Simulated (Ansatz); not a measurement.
# BPH4 (SMILES BP) at CAM-B3LYP/STO-3G

What is the vertical ionisation energy of BPH4 at CAM-B3LYP/STO-3G? 

Program for the calculation: Ansatz 0.2.0.

53 further runs of the same task are left out: 53 set aside as unsound or not needed.

### 1 The system as given

BPH4: 6 atoms, total charge 0, spin state singlet. SMILES: `BP`. The coordinates come from a GFN2-xTB relaxation.

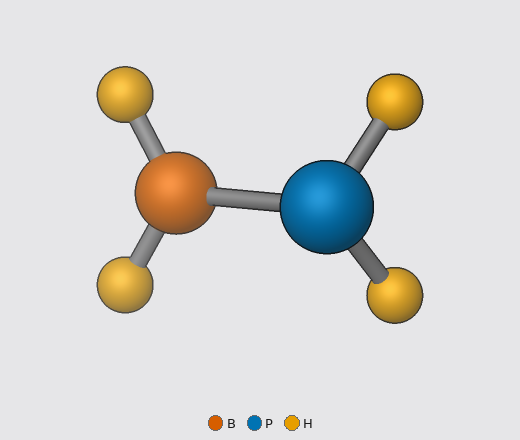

Viewed from a chosen angle; boron orange, phosphorus blue, hydrogen amber.

### 2 The energy at CAM-B3LYP/STO-3G

Contents of job.yaml:

```yaml
crystal:
  periodic: [false, false, false]
  atoms:
    - {symbol: B, position_ang: [0.002660, -0.867960, 0.118880]}
    - {symbol: P, position_ang: [0.378740, 0.928770, 0.259630]}
    - {symbol: H, position_ang: [-0.777460, -1.351190, 0.842930]}
    - {symbol: H, position_ang: [0.659230, -1.540870, -0.575930]}
    - {symbol: H, position_ang: [0.599110, 1.319050, -1.043720]}
    - {symbol: H, position_ang: [-0.862270, 1.512200, 0.398210]}
basis:
  gaussian: {orbitals: STO-3G}
hamiltonian: {xc: {name: CAM-B3LYP}}
accuracy: high
```

Started as:

```console
$ ansatz run job.yaml --threads 1 --pin off --max-ram 2610MiB --events-out events.jsonl --progress --plain --runs-dir runs
```

Standard output:

```text
Warning: RAYON_NUM_THREADS=1 ignored (pool sized by the plan → 1); use --threads N
Functional definition: CAM-B3LYP
  name "CAM-B3LYP"
  parameter alpha = 0.19
  parameter beta = 0.46
  parameter omega = 0.33/bohr
  parameter ac = 0.81
  exchange = (1 - alpha - beta)*b88_x + beta*b88_x_sr(omega) + alpha*exact_x + beta*exact_x_lr(omega)
  correlation = (1 - ac)*vwn5_c + ac*lyp_c
314 factors; integrals over basis functions are off by at most 5.1e-9 eV
158 factors; integrals over basis functions are off by at most 1.1e-9 eV
mean field evaluation 1: about -9914.4208 eV, gradient 7.5e0 eV
mean field evaluation 2: about -9914.6552 eV, gradient 1.9e0 eV
mean field evaluation 4: about -9914.6688 eV, gradient 1.8e-1 eV
mean field evaluation 8: about -9914.6208 eV, gradient 6.9e-4 eV
mean field evaluation 16: about -9914.6208 eV, gradient 8.4e-9 eV
mean field -9914.62082273 eV, -364.3555948640 hartree, gradient 8.4e-9 eV, S^2 0.000000; 0 other end points of the search recorded, 0 dependent functions left out
reference -9914.62083564 eV, -364.3555953386 hartree; 12, 12 occupied and 6, 6 virtual orbitals, 314 factors
Total energy: -9914.62083564 eV, -364.3555953386 hartree
```

Run time: 0.7 s. Hardware: 1 thread of AMD EPYC 7R13 (Zen 3), shared host.

### 3 The doublet cation, same level

Contents of run.yaml:

```yaml
basis:
  gaussian:
    orbitals: STO-3G
crystal:
  periodic: [false, false, false]
  atoms:
    - {symbol: B, position_ang: [0.002660, -0.867960, 0.118880]}
    - {symbol: P, position_ang: [0.378740, 0.928770, 0.259630]}
    - {symbol: H, position_ang: [-0.777460, -1.351190, 0.842930]}
    - {symbol: H, position_ang: [0.659230, -1.540870, -0.575930]}
    - {symbol: H, position_ang: [0.599110, 1.319050, -1.043720]}
    - {symbol: H, position_ang: [-0.862270, 1.512200, 0.398210]}
total_charge: 1
magnetization:
  spin_polarized: true
  initial_magnetization: 1
hamiltonian:
  xc: {name: CAM-B3LYP}
accuracy: high
```

Started as:

```console
$ ansatz run run.yaml --threads 1 --pin off --max-ram 2610MiB --events-out events.jsonl --progress --plain --runs-dir runs
```

Standard output:

```text
Warning: RAYON_NUM_THREADS=1 ignored (pool sized by the plan → 1); use --threads N
Functional definition: CAM-B3LYP
  name "CAM-B3LYP"
  parameter alpha = 0.19
  parameter beta = 0.46
  parameter omega = 0.33/bohr
  parameter ac = 0.81
  exchange = (1 - alpha - beta)*b88_x + beta*b88_x_sr(omega) + alpha*exact_x + beta*exact_x_lr(omega)
  correlation = (1 - ac)*vwn5_c + ac*lyp_c
313 factors; integrals over basis functions are off by at most 5.1e-9 eV
158 factors; integrals over basis functions are off by at most 1.1e-9 eV
mean field evaluation 1: about -9906.1313 eV, gradient 7.3e0 eV
mean field evaluation 2: about -9906.6037 eV, gradient 2.6e0 eV
mean field evaluation 4: about -9906.6684 eV, gradient 1.6e-1 eV
mean field evaluation 8: about -9906.6243 eV, gradient 8.8e-3 eV
mean field evaluation 16: about -9906.6243 eV, gradient 6.8e-7 eV
mean field -9906.62434749 eV, -364.0617298190 hartree, gradient 5.1e-9 eV, S^2 0.752448; 0 other end points of the search recorded, 0 dependent functions left out
reference -9906.62436079 eV, -364.0617303078 hartree; 12, 11 occupied and 6, 7 virtual orbitals, 313 factors
Total energy: -9906.62436079 eV, -364.0617303078 hartree
```

Wall time 1.4 s (1 thread of AMD EPYC 7R13 (Zen 3), shared host); peak memory 0.14 GiB.

### 4 Outcome

At CAM-B3LYP/STO-3G:

```
                                          quantity          value
                        singlet BPH4: total energy  -364.35560 Eh
                      doublet cation: total energy  -364.06173 Eh
                              doublet cation: ⟨S²⟩          0.752
vertical ionisation energy (to the doublet cation)       7.996 eV
```

**Reading.** The vertical ionisation energy comes to 8.00 eV (184 kcal/mol). In a minimal basis such a difference can be off by several eV, whatever the method.
